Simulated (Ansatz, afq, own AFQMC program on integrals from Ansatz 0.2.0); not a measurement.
# NH₃O (triplet): quantum Monte Carlo beside coupled cluster at distance O1–H3 along a hydrogen transfer = 1.148 Å, cc-pVTZ

How near does AFQMC come to the top of the ladder for NH₃O (triplet)?

Program: Ansatz 0.2.0, Gaussian basis, and an in-house AFQMC program (afq) on its integrals; all values are calculated. Level of theory: cc-pVTZ, frozen cores. These are calculated values, not measurements.

Plan: PBE (unrestricted); r2SCAN (unrestricted); PBE0 (unrestricted); B3LYP (unrestricted); wB97M-V (unrestricted); CCSD(T) on UHF; B2PLYP (unrestricted); CCSD(T) on UHF; CCSD(T) on UHF; Phaseless AFQMC, CISD trial on UHF.

## 1. The system

The geometry derives from fragments relaxed apart (PBE0/def2-TZVP) and kept rigid, so it is no stationary point. A hydrogen atom is moved between rigid fragments.

5 atoms, charge 0, spin multiplicity 3.

Atoms are counted from 1 here; the program's logs count them from 0.

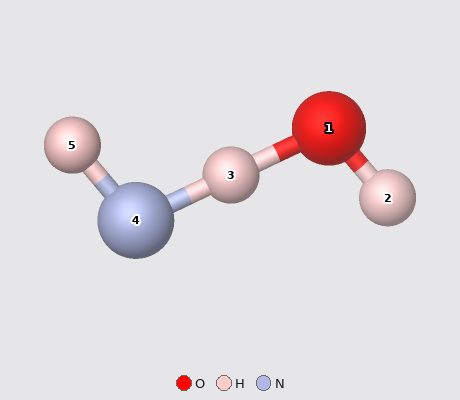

The geometry (oxygen red, hydrogen pink, nitrogen light blue); atoms are numbered from 1 in the order of the file.

## 2. PBE (unrestricted)

The input, in.yaml:

```yaml
crystal:
  periodic: [false, false, false]
  atoms:
    - {symbol: O, position_ang: [-1.064798, 0.002370, 0.000000]}
    - {symbol: H, position_ang: [-1.314107, 0.928945, 0.000000]}
    - {symbol: H, position_ang: [0.083202, 0.002370, 0.000000]}
    - {symbol: N, position_ang: [1.199202, 0.002370, 0.000000]}
    - {symbol: H, position_ang: [1.468284, -1.001857, 0.000000]}
basis:
  gaussian: {orbitals: cc-pVTZ}
magnetization: {spin_polarized: true, initial_magnetization: 2}
hamiltonian: {xc: {name: PBE}}
output: {orbitals: {seedname: orbitals}}
```

Launch:

```sh
ansatz run in.yaml --threads 1 --pin off --events-out ev --progress --plain --max-ram 8192MiB --backend cpu
```

Log:

```text
Functional definition: PBE
  name "PBE"
  cite "Perdew, Burke & Ernzerhof, Phys. Rev. Lett. 77, 3865 (1996) doi:10.1103/PhysRevLett.77.3865"
  parent pbe
  parameter kappa = 0.804
  parameter beta = 0.06672455060314922
  exchange = pbe_x(kappa = kappa, mu = beta*pi^2/3)
  correlation = pbe_c(beta = beta)
522 factors; their error is unknown
mean field evaluation 1: about -3573.7740 eV, gradient 3.9e1 eV
mean field evaluation 2: about -3539.8063 eV, gradient 8.8e1 eV
mean field evaluation 4: about -3578.5524 eV, gradient 8.8e0 eV
mean field evaluation 8: about -3578.9845 eV, gradient 3.9e-2 eV
mean field evaluation 16: about -3578.9690 eV, gradient 3.6e-5 eV
mean field evaluation 32: about -3578.7163 eV, gradient 4.1e0 eV
mean field -3578.96895046 eV, -131.5246830170 hartree, gradient 3.6e-5 eV, S^2 2.005791; 3 other end points of the search recorded, 0 dependent functions left out
reference -3578.96897268 eV, -131.5246838336 hartree; 10, 8 occupied and 92, 94 virtual orbitals, 522 factors
Total energy: -3578.96897268 eV, -131.5246838336 hartree
```

Wall time 2.9 s (1 thread of AMD EPYC 7R13 (Zen 3), shared host); peak memory 1.9 GiB.

From the report: ⟨S²⟩ of the determinant 2.006 (pure triplet: 2.00).

## 3. r2SCAN (unrestricted)

in.yaml: that of step 2 with these lines changed.

```diff
@@ -11,3 +11,2 @@
 magnetization: {spin_polarized: true, initial_magnetization: 2}
-hamiltonian: {xc: {name: PBE}}
-output: {orbitals: {seedname: orbitals}}
+hamiltonian: {xc: {name: r2SCAN}}
```

The command is unchanged.

Log:

```text
Functional definition: r2SCAN
  name "r2SCAN"
  cite "Furness, Kaplan, Ning, Perdew & Sun, J. Phys. Chem. Lett. 11, 8208 (2020) doi:10.1021/acs.jpclett.0c02405"
  cite "Furness, Kaplan, Ning, Perdew & Sun, J. Phys. Chem. Lett. 11, 9248 (2020) doi:10.1021/acs.jpclett.0c03077"
  parent r2scan
  parameter k0 = 0.174
  parameter k1 = 0.065
  parameter a1 = 4.9479
  exchange = r2scan_x(k0 = k0, k1 = k1, a1 = a1)
  correlation = r2scan_c
522 factors; their error is unknown
mean field evaluation 1: about -3576.8467 eV, gradient 3.6e1 eV
mean field evaluation 2: about -3551.1284 eV, gradient 7.8e1 eV
mean field evaluation 4: about -3580.8407 eV, gradient 7.7e0 eV
mean field evaluation 8: about -3581.1942 eV, gradient 1.5e-1 eV
mean field evaluation 16: about -3581.1803 eV, gradient 3.4e-4 eV
mean field -3581.18032611 eV, -131.6059495734 hartree, gradient 7.5e-5 eV, S^2 2.011447; 0 other end points of the search recorded, 0 dependent functions left out
reference -3581.18033350 eV, -131.6059498448 hartree; 10, 8 occupied and 92, 94 virtual orbitals, 522 factors
Total energy: -3581.18033350 eV, -131.6059498448 hartree
```

It took 2.8 s on 1 thread of AMD EPYC 7R13 (Zen 3), shared host; peak memory 1.9 GiB.

From the report: ⟨S²⟩ of the determinant 2.011 (pure triplet: 2.00).

## 4. PBE0 (unrestricted)

in.yaml: that of step 3 with these lines changed.

```diff
@@ -11,2 +11,3 @@
 magnetization: {spin_polarized: true, initial_magnetization: 2}
-hamiltonian: {xc: {name: r2SCAN}}
+hamiltonian: {xc: {name: PBE0}}
+output: {orbitals: {seedname: orbitals}}
```

Same command.

Log:

```text
Functional definition: PBE0
  name "PBE0"
  cite "Adamo & Barone, J. Chem. Phys. 110, 6158 (1999) doi:10.1063/1.478522"
  cite "Perdew, Burke & Ernzerhof, Phys. Rev. Lett. 77, 3865 (1996) doi:10.1103/PhysRevLett.77.3865"
  parent pbe
  parameter a = 0.25
  parameter kappa = 0.804
  parameter beta = 0.06672455060314922
  exchange = (1 - a)*pbe_x(kappa = kappa, mu = beta*pi^2/3) + a*exact_x
  correlation = pbe_c(beta = beta)
525 factors; their error is unknown
mean field evaluation 1: about -3575.2620 eV, gradient 3.3e1 eV
mean field evaluation 2: about -3563.6329 eV, gradient 6.1e1 eV
mean field evaluation 4: about -3578.8115 eV, gradient 2.1e0 eV
mean field evaluation 8: about -3578.8673 eV, gradient 2.2e-1 eV
mean field evaluation 16: about -3578.8640 eV, gradient 1.2e-4 eV
mean field -3578.86398864 eV, -131.5208257414 hartree, gradient 7.9e-6 eV, S^2 2.011140; 1 other end points of the search recorded, 0 dependent functions left out
reference -3578.86400504 eV, -131.5208263442 hartree; 10, 8 occupied and 92, 94 virtual orbitals, 525 factors
Total energy: -3578.86400504 eV, -131.5208263442 hartree
```

It took 1.9 s on 1 thread of AMD EPYC 7R13 (Zen 3), shared host; peak memory 1.9 GiB.

From the report: ⟨S²⟩ of the determinant 2.011 (pure triplet: 2.00).

## 5. B3LYP (unrestricted)

in.yaml: that of step 4 with these lines changed.

```diff
@@ -11,3 +11,2 @@
 magnetization: {spin_polarized: true, initial_magnetization: 2}
-hamiltonian: {xc: {name: PBE0}}
-output: {orbitals: {seedname: orbitals}}
+hamiltonian: {xc: {name: B3LYP}}
```

Launched as before.

Log (excerpt; [...] marks lines left out):

```text
Functional definition: B3LYP
  name "B3LYP"
  cite "Stephens, Devlin, Chabalowski & Frisch, J. Phys. Chem. 98, 11623 (1994) doi:10.1021/j100096a001"
  cite "Becke, Phys. Rev. A 38, 3098 (1988) doi:10.1103/PhysRevA.38.3098"
  cite "Lee, Yang & Parr, Phys. Rev. B 37, 785 (1988) doi:10.1103/PhysRevB.37.785"
  cite "Vosko, Wilk & Nusair, Can. J. Phys. 58, 1200 (1980) doi:10.1139/p80-159"
[...]
522 factors; their error is unknown
[...]
mean field -3583.00541655 eV, -131.6730204100 hartree, gradient 8.7e-5 eV, S^2 2.009551; 1 other end points of the search recorded, 0 dependent functions left out
reference -3583.00557114 eV, -131.6730260910 hartree; 10, 8 occupied and 92, 94 virtual orbitals, 522 factors
Total energy: -3583.00557114 eV, -131.6730260910 hartree
```

It took 1.8 s on 1 thread of AMD EPYC 7R13 (Zen 3), shared host; peak memory 1.9 GiB.

From the report: ⟨S²⟩ of the determinant 2.010 (pure triplet: 2.00).

## 6. wB97M-V (unrestricted)

in.yaml: that of step 5 with these lines changed.

```diff
@@ -11,2 +11,3 @@
 magnetization: {spin_polarized: true, initial_magnetization: 2}
-hamiltonian: {xc: {name: B3LYP}}
+hamiltonian: {xc: {name: wB97M-V}}
+output: {orbitals: {seedname: orbitals}}
```

Same command.

Log (excerpt; [...] marks lines left out):

```text
Functional definition: wB97M-V
  name "wB97M-V"
  cite "Mardirossian & Head-Gordon, J. Chem. Phys. 144, 214110 (2016) doi:10.1063/1.4952647"
  cite "Becke, J. Chem. Phys. 107, 8554 (1997) doi:10.1063/1.475007"
  cite "Vydrov & Van Voorhis, J. Chem. Phys. 133, 244103 (2010) doi:10.1063/1.3521275"
  # Of w^i u^j: cxij and so on, Table III.
[...]
  gx(w, u) = 1 - cx + cx01*u + cx10*w
  gss(w, u) = css00 + css04*u^4 + css10*w + css20*w^2 + css43*w^4*u^3
  gos(w, u) = cos00 + cos10*w + (cos20 + cos21*u)*w^2 + (cos60 + cos61*u)*w^6
[...]
      + integral(e_c_pw_mod_opposite_spin*gos(b97_w_opposite, b97_u_opposite)) + vv10(b, c)
522 factors; their error is unknown
117 factors; integrals over basis functions are off by at most 1.6e-5 eV
[...]
mean field -3581.20634949 eV, -131.6069059148 hartree, gradient 2.2e-5 eV, S^2 2.010661; 0 other end points of the search recorded, 0 dependent functions left out
reference -3581.20637664 eV, -131.6069069128 hartree; 10, 8 occupied and 92, 94 virtual orbitals, 522 factors
Total energy: -3581.20637664 eV, -131.6069069128 hartree
```

It took 4.6 s on 1 thread of AMD EPYC 7R13 (Zen 3), shared host; peak memory 1.9 GiB.

From the report: ⟨S²⟩ of the determinant 2.011 (pure triplet: 2.00).

## 7. CCSD(T) on UHF

in.yaml: that of step 6 with these lines changed.

```diff
@@ -11,3 +11,2 @@
 magnetization: {spin_polarized: true, initial_magnetization: 2}
-hamiltonian: {xc: {name: wB97M-V}}
-output: {orbitals: {seedname: orbitals}}
+correlation: {method: ccsd_t, electrons: outside_noble_gas, hamiltonian_folder: ham}
```

Launch:

```sh
ansatz run in.yaml --threads 1 --pin off --events-out ev --progress --plain --max-ram 24576MiB --backend cuda --devices 0, --max-vram 18GiB
```

Log (excerpt; [...] marks lines left out):

```text
Functional definition: HF
  name "HF"
  cite "Fock, Z. Phys. 61, 126 (1930) doi:10.1007/BF01340294"
  parent pbe
[...]
604 factors; integrals over basis functions are off by at most 1.3e-3 eV
[...]
mean field -3563.77767016 eV, -130.9664137631 hartree, gradient 2.8e-6 eV, S^2 2.048174; 6 other end points of the search recorded, 0 dependent functions left out
determinant -3563.77767016 eV, -130.9664137631 hartree, with singles and doubles -3575.98296745 eV, -131.4149501656 hartree
determinant -3562.50837111 eV, -130.9197678833 hartree, with singles and doubles -3574.14472691 eV, -131.3473960716 hartree
determinant -3561.08660607 eV, -130.8675189818 hartree, with singles and doubles -3573.14949274 eV, -131.3108218904 hartree
2 core orbitals not correlated: weight in the atoms' cores, before any rotation towards them, 1.000 or more for the frozen orbitals, at most 0.000 for the correlated occupied ones
reference -3563.77767016 eV, -130.9664137631 hartree; 8, 6 occupied and 92, 94 virtual orbitals, 604 factors
second order -11.43974494 eV of doubles, -0.00000000 eV of singles
cycle   1  -12.10012538 eV  change    -1.2e0 eV  update   1.9e-2
[...]
cycle  12  -12.13596238 eV  change    9.4e-6 eV  update   9.1e-6
perturbative correction -0.41563679 eV, -0.0152743703 hartree
Total energy: -3576.32926933 eV, -131.4276765250 hartree
```

It took 14 s on 1 × NVIDIA H100 80GB HBM3 with 1 thread of AMD EPYC 7R13 (Zen 3), shared host; peak host memory 1.9 GiB.

From the report: ⟨S²⟩ of the determinant 2.048 (pure triplet: 2.00); correlation -12.5516 eV; T1 0.022; largest double amplitude 0.04.

This run also writes the integrals to the folder ham.

## 8. B2PLYP (unrestricted)

in.yaml: that of step 7 with these lines changed.

```diff
@@ -11,2 +11,3 @@
 magnetization: {spin_polarized: true, initial_magnetization: 2}
-correlation: {method: ccsd_t, electrons: outside_noble_gas, hamiltonian_folder: ham}
+hamiltonian: {xc: {name: B2PLYP}}
+correlation: {electrons: outside_noble_gas}
```

Launch:

```sh
ansatz run in.yaml --threads 1 --pin off --events-out ev --progress --plain --max-ram 8192MiB --backend cpu
```

Log (excerpt; [...] marks lines left out):

```text
Functional definition: B2PLYP
  name "B2PLYP"
  cite "Grimme, J. Chem. Phys. 124, 034108 (2006) doi:10.1063/1.2148954"
  cite "Becke, Phys. Rev. A 38, 3098 (1988) doi:10.1103/PhysRevA.38.3098"
  cite "Lee, Yang & Parr, Phys. Rev. B 37, 785 (1988) doi:10.1103/PhysRevB.37.785"
[...]
604 factors; integrals over basis functions are off by at most 1.3e-3 eV
[...]
mean field -3576.42279096 eV, -131.4311133814 hartree, gradient 9.6e-6 eV, S^2 2.020942; 0 other end points of the search recorded, 0 dependent functions left out
2 core orbitals not correlated: weight in the atoms' cores, before any rotation towards them, 1.000 or more for the frozen orbitals, at most 0.000 for the correlated occupied ones
reference -3576.42288754 eV, -131.4311169306 hartree; 8, 6 occupied and 92, 94 virtual orbitals, 604 factors
second order -13.96201298 eV of doubles, -0.00000000 eV of singles
Total energy: -3580.19263104 eV, -131.5696524492 hartree
```

Wall time 2.5 s (1 thread of AMD EPYC 7R13 (Zen 3), shared host); peak memory 1.9 GiB.

From the report: ⟨S²⟩ of the determinant 2.021 (pure triplet: 2.00).

## 9. CCSD(T) on UHF

in.yaml: that of step 8 with these lines changed.

```diff
@@ -9,5 +9,4 @@
 basis:
-  gaussian: {orbitals: cc-pVTZ}
+  gaussian: {orbitals: def2-TZVPP}
 magnetization: {spin_polarized: true, initial_magnetization: 2}
-hamiltonian: {xc: {name: B2PLYP}}
-correlation: {electrons: outside_noble_gas}
+correlation: {method: ccsd_t, electrons: outside_noble_gas}
```

Launch:

```sh
ansatz run in.yaml --threads 1 --pin off --events-out ev --progress --plain --max-ram 24576MiB --backend cuda --devices 0, --max-vram 18GiB
```

Log (excerpt; [...] marks lines left out):

```text
Functional definition: HF
  name "HF"
  cite "Fock, Z. Phys. 61, 126 (1930) doi:10.1007/BF01340294"
  parent pbe
[...]
638 factors; integrals over basis functions are off by at most 1.3e-3 eV
[...]
mean field -3563.96791660 eV, -130.9734051908 hartree, gradient 2.5e-6 eV, S^2 2.048961; 8 other end points of the search recorded, 0 dependent functions left out
determinant -3563.96791660 eV, -130.9734051908 hartree, with singles and doubles -3576.15057155 eV, -131.4211095025 hartree
determinant -3562.70460727 eV, -130.9269794292 hartree, with singles and doubles -3574.30848926 eV, -131.3534142269 hartree
determinant -3561.29607792 eV, -130.8752169303 hartree, with singles and doubles -3573.33890133 eV, -131.3177825279 hartree
2 core orbitals not correlated: weight in the atoms' cores, before any rotation towards them, 1.000 or more for the frozen orbitals, at most 0.000 for the correlated occupied ones
reference -3563.96791660 eV, -130.9734051908 hartree; 8, 6 occupied and 94, 96 virtual orbitals, 638 factors
second order -11.41449514 eV of doubles, -0.00000000 eV of singles
cycle   1  -12.08484081 eV  change    -1.1e0 eV  update   1.9e-2
[...]
cycle  12  -12.11804809 eV  change    9.7e-6 eV  update   1.0e-5
perturbative correction -0.41721785 eV, -0.0153324731 hartree
Total energy: -3576.50318254 eV, -131.4340677173 hartree
```

Run time: 16 s. Hardware: 1 × NVIDIA H100 80GB HBM3 with 1 thread of AMD EPYC 7R13 (Zen 3), shared host; peak host memory 1.9 GiB.

From the report: ⟨S²⟩ of the determinant 2.049 (pure triplet: 2.00); correlation -12.5353 eV; T1 0.022; largest double amplitude 0.05.

## 10. CCSD(T) on UHF

in.yaml: that of step 9 with these lines changed.

```diff
@@ -9,3 +9,3 @@
 basis:
-  gaussian: {orbitals: def2-TZVPP}
+  gaussian: {orbitals: "def2-QZVPP.json"}
 magnetization: {spin_polarized: true, initial_magnetization: 2}
```

The command is unchanged.

Log (excerpt; [...] marks lines left out):

```text
Functional definition: HF
  name "HF"
  cite "Fock, Z. Phys. 61, 126 (1930) doi:10.1007/BF01340294"
  parent pbe
[...]
1253 factors; integrals over basis functions are off by at most 1.3e-3 eV
[...]
mean field -3564.13868596 eV, -130.9796808491 hartree, gradient 2.6e-6 eV, S^2 2.049768; 8 other end points of the search recorded, 0 dependent functions left out
determinant -3564.13868596 eV, -130.9796808491 hartree, with singles and doubles -3577.22676622 eV, -131.4606589272 hartree
determinant -3562.88938122 eV, -130.9337697465 hartree, with singles and doubles -3575.39233824 eV, -131.3932449423 hartree
determinant -3561.47889384 eV, -130.8819352917 hartree, with singles and doubles -3574.42727037 eV, -131.3577793521 hartree
2 core orbitals not correlated: weight in the atoms' cores, before any rotation towards them, 1.000 or more for the frozen orbitals, at most 0.000 for the correlated occupied ones
reference -3564.13868596 eV, -130.9796808491 hartree; 8, 6 occupied and 194, 196 virtual orbitals, 1253 factors
second order -12.32053850 eV of doubles, -0.00000000 eV of singles
cycle   1  -12.84757584 eV  change    -1.4e0 eV  update   2.3e-2
[...]
cycle  12  -12.89372173 eV  change    1.5e-5 eV  update   1.3e-5
perturbative correction -0.48518154 eV, -0.0178300927 hartree
Total energy: -3577.51758923 eV, -131.4713464755 hartree
```

It took 23 s on 1 × NVIDIA H100 80GB HBM3 with 1 thread of AMD EPYC 7R13 (Zen 3), shared host; peak host memory 1.9 GiB.

From the report: ⟨S²⟩ of the determinant 2.050 (pure triplet: 2.00); correlation -13.3789 eV; T1 0.023; largest double amplitude 0.05.

## 11. Phaseless AFQMC, CISD trial on UHF

It reads the integrals that the CCSD(T) run on this determinant wrote.

Launch:

```sh
afq ham --method phaseless --trial cisd --walkers 900 --populations 20 --least-time 60 --time-step 0.005 --steps-per-block 50 --equilibration-blocks 28 --max-blocks 4000 --target-error 0.00022 --factor-cut 1e-05 --start spin_pure --seed 4690 --release-times 0.24,0.51,0.99,1.62,2.4 --release-step 0.03 --release-every 3 --taylor-order 6
```

Log:

```text
orbitals 100  electrons 8 6  factors 604 of 604
reference energy -130.96641376 Eh
CCSD correlation -0.44598850 Eh in 17 cycles, weight of the determinant in the CISD state 0.8750
energy of the start -131.408883 Eh
 block  time / (1/Eh)  mean weight  energy / Eh
     1     0.250  1.0002  -131.408478
     2     0.500  0.9997  -131.416636
     3     0.750  1.0006  -131.420305
     4     1.000  1.0007  -131.427155
     5     1.250  0.9993  -131.426105
     6     1.500  1.0003  -131.425700
     7     1.750  1.0004  -131.428389
     8     2.000  1.0000  -131.427403
     9     2.250  1.0010  -131.426832
    10     2.500  1.0004  -131.425794
    13     3.250  1.0000  -131.426250
    19     4.750  1.0005  -131.424453
    25     6.250  0.9992  -131.424914
    31     7.750  1.0011  -131.428323
    37     9.250  0.9996  -131.430920
    43    10.750  1.0005  -131.430046
    49    12.250  0.9996  -131.426482
    55    13.750  0.9999  -131.429844
    61    15.250  1.0003  -131.430221
    67    16.750  1.0007  -131.428441
    73    18.250  1.0010  -131.429959
    79    19.750  1.0007  -131.428368
    85    21.250  0.9995  -131.425076
    91    22.750  1.0010  -131.425286
    97    24.250  0.9989  -131.428349
   103    25.750  0.9981  -131.428322
   109    27.250  1.0009  -131.428917
   115    28.750  1.0008  -131.424859
   121    30.250  0.9999  -131.432137
   127    31.750  0.9992  -131.428180
   133    33.250  1.0010  -131.429119
   139    34.750  1.0005  -131.431601
   145    36.250  0.9999  -131.428466
   151    37.750  0.9997  -131.428677
   157    39.250  0.9998  -131.429923
   163    40.750  0.9994  -131.426903
   169    42.250  1.0004  -131.424804
   175    43.750  0.9996  -131.424585
   181    45.250  1.0001  -131.427933
   187    46.750  1.0000  -131.426632
   193    48.250  1.0000  -131.429390
   199    49.750  1.0016  -131.430830
   205    51.250  0.9999  -131.432580
   211    52.750  1.0017  -131.428001
   217    54.250  1.0001  -131.425982
   223    55.750  1.0000  -131.431409
   229    57.250  0.9986  -131.429752
   235    58.750  0.9994  -131.435067
   241    60.250  1.0001  -131.430029
   247    61.750  0.9997  -131.426458
   253    63.250  1.0001  -131.426568
   259    64.750  1.0005  -131.427014
   265    66.250  0.9998  -131.426400
   271    67.750  1.0004  -131.428918
   277    69.250  1.0003  -131.430280
error from the spread of 20 populations
released: time / (1/Eh)  energy / Eh  error  mean overlap
  0.24  -131.429048  0.000377  0.9973
  0.51  -131.429563  0.000239  0.9856
  0.99  -131.429723  0.000275  0.9710
  1.62  -131.430080  0.000313  0.9534
  2.40  -131.429981  0.000600  0.9382
energy -131.428421 +/- 0.000209 Eh
```

Run time: 3.1 min. Hardware: 1 × NVIDIA H100 80GB HBM3 with 2 threads of AMD EPYC 7R13 (Zen 3), shared host; peak host memory 1.9 GiB.

Energy -3576.3495 ± 0.0057 eV. Caveats: constraint bias not in the error.

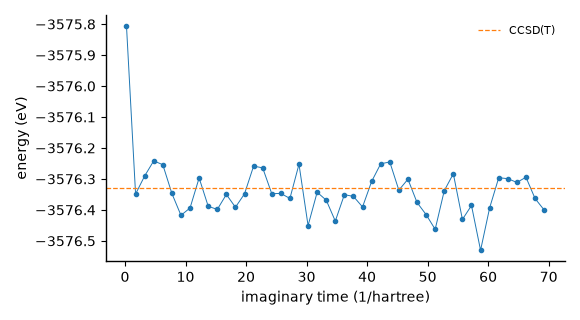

Block energies along the walk.

## 12. AFQMC on the ladder

On the UHF determinant, counted from CCSD(T) (a yardstick, not exact):

```csv
level,energy (eV),from CCSD(T) (kJ/mol),statistical error (kJ/mol),time
HF,-3563.7777,+1211.0,,
MP2,-3575.2174,+107.3,,
CCSD,-3575.9136,+40.1,,
CCSD(T),-3576.3293,0.0,,
"Phaseless AFQMC, CISD trial, step 0.005, 900 walkers",-3576.3495,-2.0,0.5,3.1 min
```

The functionals' totals stand on their own zeros and serve differences with other points: PBE -3578.969 eV; r2SCAN -3581.180 eV; PBE0 -3578.864 eV; B3LYP -3583.006 eV; wB97M-V -3581.206 eV; B2PLYP -3580.193 eV.

## 13. Outcome

| quantity | value |
| --- | --- |
| Phaseless AFQMC, CISD trial on UHF from CCSD(T) | -2.0 ± 0.5 kJ/mol |

In words: On UHF the phaseless walk with the CISD trial lies -2.0 kJ/mol from CCSD(T), 4 times its error bar. Error bars are statistical and leave out the constraint, the time step and what remains of the start.
